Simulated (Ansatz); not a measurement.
# SiNH4 (SMILES [NH][SiH3]) at 6 levels

Aim: a comparison of 6 runs (U-wB97X/STO-3G, UB2PLYP/STO-3G, UCAM-B3LYP/STO-3G, UBCCD(T)/STO-3G, UCCSDT/STO-3G, UCCSD(T)/STO-3G) of SiNH4. 

The results are computed with Ansatz 0.2.0.

46 further runs of the same task are left out: 46 set aside as unsound or not needed.

## (1) The molecule

The species is SiNH4 (6 atoms), meant as a doublet with charge 0. As SMILES, `[NH][SiH3]`. The Si2–N1 distance was set to 2.629 Å, away from the relaxed value. At this shape a bond of the SMILES string is far longer than usual.

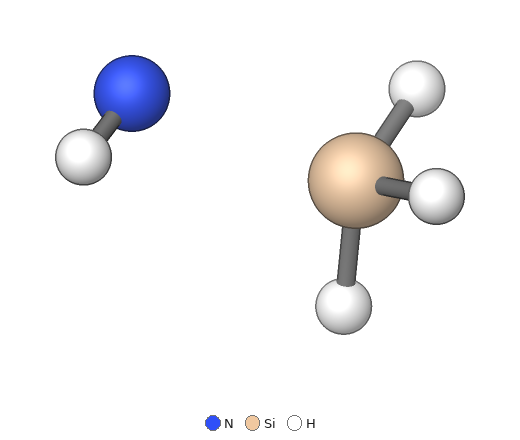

The structure, seen from a chosen angle (nitrogen blue, silicon light orange, hydrogen white).

## (2) The energy at U-wB97X/STO-3G (run 1)

molecule.yaml

```yaml
crystal:
  periodic: [false, false, false]
  atoms:
    - {symbol: "N", position_ang: [0.989983, -1.426575, 1.419228]}
    - {symbol: Si, position_ang: [-0.203700, 0.347600, -0.110000]}
    - {symbol: H, position_ang: [1.320683, -2.232075, 0.882428]}
    - {symbol: H, position_ang: [-1.310600, -0.282300, -0.885500]}
    - {symbol: H, position_ang: [0.789500, 0.911800, -1.068900]}
    - {symbol: H, position_ang: [-0.748100, 1.434800, 0.736200]}
basis:
  gaussian: {orbitals: STO-3G}
magnetization: {spin_polarized: true, initial_magnetization: 1}
hamiltonian: {xc: {name: wB97X}}
accuracy: high
```

The run is started by

```
ansatz run molecule.yaml --threads 1 --pin off --max-ram 2610MiB --events-out events.jsonl --progress --plain --runs-dir runs
```

The program printed:

```text
Warning: RAYON_NUM_THREADS=1 ignored (pool sized by the plan → 1); use --threads N
Functional definition: wB97X
  name "wB97X"
  parameter omega = 0.3/bohr
  parameter cx = 0.157706
  parameter cx1 = 0.726479
  parameter cx2 = 1.04760
  parameter cx3 = -5.70635
  parameter cx4 = 13.2794
  parameter css1 = -4.33879
  parameter css2 = 18.2308
  parameter css3 = -31.7430
  parameter css4 = 17.2901
  parameter cos1 = 2.37031
  parameter cos2 = -11.3995
  parameter cos3 = 6.58405
  parameter cos4 = -3.78132
  exchange = spin_sum(e_x_unif_sr(omega)*poly(b97_u_x, 1 - cx, cx1, cx2, cx3, cx4)) + cx*exact_x_sr(omega)
      + exact_x_lr(omega)
  correlation = spin_sum(e_c_pw_same_spin*poly(b97_u_same, 1, css1, css2, css3, css4))
      + integral(e_c_pw_opposite_spin*poly(b97_u_opposite, 1, cos1, cos2, cos3, cos4))
303 factors; integrals over basis functions are off by at most 1.1e-8 eV
150 factors; integrals over basis functions are off by at most 9.0e-10 eV
mean field evaluation 1: about -9312.3598 eV, gradient 1.7e1 eV
mean field evaluation 2: about -9312.1104 eV, gradient 1.9e1 eV
mean field evaluation 4: about -9315.7088 eV, gradient 9.2e-1 eV
mean field evaluation 8: about -9315.5363 eV, gradient 1.8e-1 eV
mean field evaluation 16: about -9316.0377 eV, gradient 1.7e-8 eV
mean field evaluation 32: about -9316.0377 eV, gradient 7.8e-6 eV
mean field -9316.03771003 eV, -342.3580712063 hartree, gradient 2.5e-8 eV, S^2 1.291445; 1 other end points of the search recorded, 0 dependent functions left out
reference -9316.03770824 eV, -342.3580711407 hartree; 13, 12 occupied and 5, 6 virtual orbitals, 303 factors
Total energy: -9316.03770824 eV, -342.3580711407 hartree
```

It took 14 s on 1 thread of Arm Neoverse V1, shared host; peak memory 0.4 GiB.

## (3) A single-point energy at UB2PLYP/STO-3G (run 2)

job.yaml

```yaml
crystal:
  periodic: [false, false, false]
  atoms:
    - {symbol: "N", position_ang: [0.989983, -1.426575, 1.419228]}
    - {symbol: Si, position_ang: [-0.203700, 0.347600, -0.110000]}
    - {symbol: H, position_ang: [1.320683, -2.232075, 0.882428]}
    - {symbol: H, position_ang: [-1.310600, -0.282300, -0.885500]}
    - {symbol: H, position_ang: [0.789500, 0.911800, -1.068900]}
    - {symbol: H, position_ang: [-0.748100, 1.434800, 0.736200]}
basis:
  gaussian:
    orbitals: STO-3G
magnetization:
  spin_polarized: true
  initial_magnetization: 1
hamiltonian:
  xc: {name: B2PLYP}
correlation:
  frozen_orbitals: {H: 0, "N": 1, Si: 5}
accuracy: high
```

The run is started by

```
ansatz run job.yaml --threads 1 --pin off --max-ram 2610MiB --events-out events.jsonl --progress --plain --runs-dir runs
```

The program printed, shortened:

```text
Warning: RAYON_NUM_THREADS=1 ignored (pool sized by the plan → 1); use --threads N
Functional definition: B2PLYP
  name "B2PLYP"
[...]
303 factors; integrals over basis functions are off by at most 1.1e-8 eV
[...]
mean field -9309.61854054 eV, -342.1221710789 hartree, gradient 3.6e-8 eV, S^2 1.399903; 2 other end points of the search recorded, 0 dependent functions left out
6 core orbitals not correlated: weight in the atoms' cores, before any rotation towards them, 1.000 or more for the frozen orbitals, at most 0.000 for the correlated occupied ones
reference -9309.61855898 eV, -342.1221717566 hartree; 7, 6 occupied and 5, 6 virtual orbitals, 303 factors
second order -2.04331391 eV of doubles, -0.00000000 eV of singles
Total energy: -9310.17025374 eV, -342.1424461649 hartree
```

Wall time 4.2 s (1 thread of Arm Neoverse V1, shared host); peak memory 0.14 GiB.

Runs 3 to 5 aren't shown in full; the table further down has their settings and results.

## (4) A single-point energy at UCCSD(T)/STO-3G (run 6)

input.yaml

```yaml
crystal:
  periodic: [false, false, false]
  atoms:
    - symbol: "N"
      position_ang: [0.989983, -1.426575, 1.419228]
    - symbol: Si
      position_ang: [-0.203700, 0.347600, -0.110000]
    - symbol: H
      position_ang: [1.320683, -2.232075, 0.882428]
    - symbol: H
      position_ang: [-1.310600, -0.282300, -0.885500]
    - symbol: H
      position_ang: [0.789500, 0.911800, -1.068900]
    - symbol: H
      position_ang: [-0.748100, 1.434800, 0.736200]
basis:
  gaussian:
    orbitals: STO-3G
magnetization:
  spin_polarized: true
  initial_magnetization: 1
correlation:
  method: ccsd_t
  frozen_orbitals: {H: 0, "N": 1, Si: 5}
accuracy: high
scf:
  omitted_lower_state_checks: [cluster_reference, increment]
```

The run is started by

```
ansatz run input.yaml --threads 1 --pin off --max-ram 2610MiB --events-out events.jsonl --progress --plain --runs-dir runs
```

The program printed:

```text
Warning: RAYON_NUM_THREADS=1 ignored (pool sized by the plan → 1); use --threads N
[... 14 lines left out ...]
6 core orbitals not correlated: weight in the atoms' cores, before any rotation towards them, 1.000 or more for the frozen orbitals, at most 0.000 for the correlated occupied ones
[... 43 lines left out ...]
Total energy: -9296.41079031 eV, -341.6367952104 hartree
Checks for a lower state left out: cluster_reference, increment
```

Run time: 0.36 s. Hardware: 1 thread of Arm Neoverse V1, shared host.

## (5) The series

```csv
run,level,frozen core orbitals,energy (Eh),⟨S²⟩,wall time
1,U-wB97X/STO-3G,–,-342.358071,1.291,14 s
2,UB2PLYP/STO-3G,6,-342.142446,1.400,4.2 s
3,UCAM-B3LYP/STO-3G,–,-342.320244,1.220,2.6 s
4,UBCCD(T)/STO-3G,6,-341.637306,1.590,0.46 s
5,UCCSDT/STO-3G,6,-341.638313,1.590,1.1 s
6,UCCSD(T)/STO-3G,6,-341.636795,1.590,0.36 s
```

## (6) What came out

```
                                          quantity          value
                               run 6: total energy  -341.63680 Eh
run 6: correlation energy (6 core orbitals frozen)      -94.8 mEh
                             run 6: (T) correction      -1.43 mEh
          run 6: ⟨S²⟩ of the reference determinant          1.590
                              run 6: T1 diagnostic          0.052
```

**Reading.** Totals of different functionals can't be ranked against each other. In runs 1, 2, 3, 4, 5, 6 the basis is minimal, so the values are rough. Spin contamination of the reference: run 4 ⟨S²⟩ = 1.59, run 5 ⟨S²⟩ = 1.59, run 6 ⟨S²⟩ = 1.59, run 2 ⟨S²⟩ = 1.40, run 1 ⟨S²⟩ = 1.29, run 3 ⟨S²⟩ = 1.22. Where it is this large, the reference is a mixture of spin states, and values that rest on it are in doubt. All runs together took 23 s, the longest 14 s.
